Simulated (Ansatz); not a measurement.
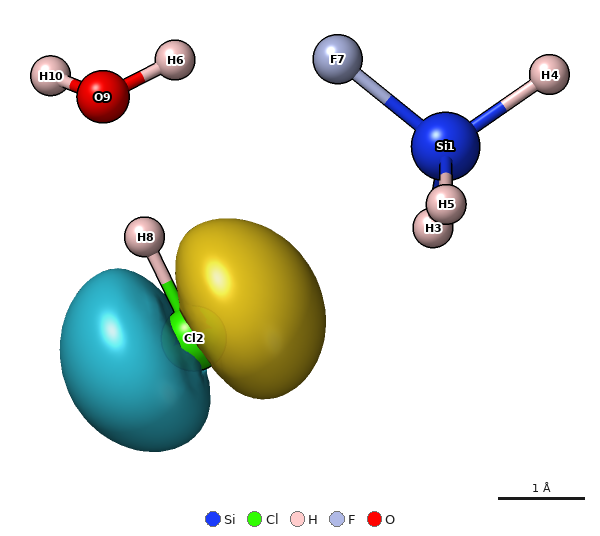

Figure 1: FH3Si···HCl···H2O. The HOMO−1 at ±0.15 Å⁻³ᐟ² (yellow and cyan are the two phases), seen across its widest extent.

The product side of a reaction path; geometry: PBE0-D4/def2-TZVP.

The calculation used RKS PBE0-D4/def2-TZVPP (Ansatz).

```yaml
atoms:
  - { symbol: Si, position_ang: [-1.5579, 0.1710, 0.9831] }
  - { symbol: Cl, position_ang: [0.2799, 1.3345, -2.0369] }
  - { symbol: H, position_ang: [-2.2964, -0.1378, -0.2584] }
  - { symbol: H, position_ang: [-2.3336, -0.2411, 2.1771] }
  - { symbol: H, position_ang: [-1.1680, 1.5928, 1.0699] }
  - { symbol: H, position_ang: [1.5239, -0.7634, 0.1198] }
  - { symbol: F, position_ang: [-0.2072, -0.7221, 0.9973] }
  - { symbol: H, position_ang: [1.1941, 0.5680, -1.4709] }
  - { symbol: O, position_ang: [2.1595, -0.4991, -0.5580] }
  - { symbol: H, position_ang: [2.4056, -1.3028, -1.0229] }
```

Question: What is the character of this orbital?

Answer: By Hirshfeld shares it lies mainly on Cl2 (about 90 %); largely a lone pair of Cl2. Its energy is −8.63 eV.
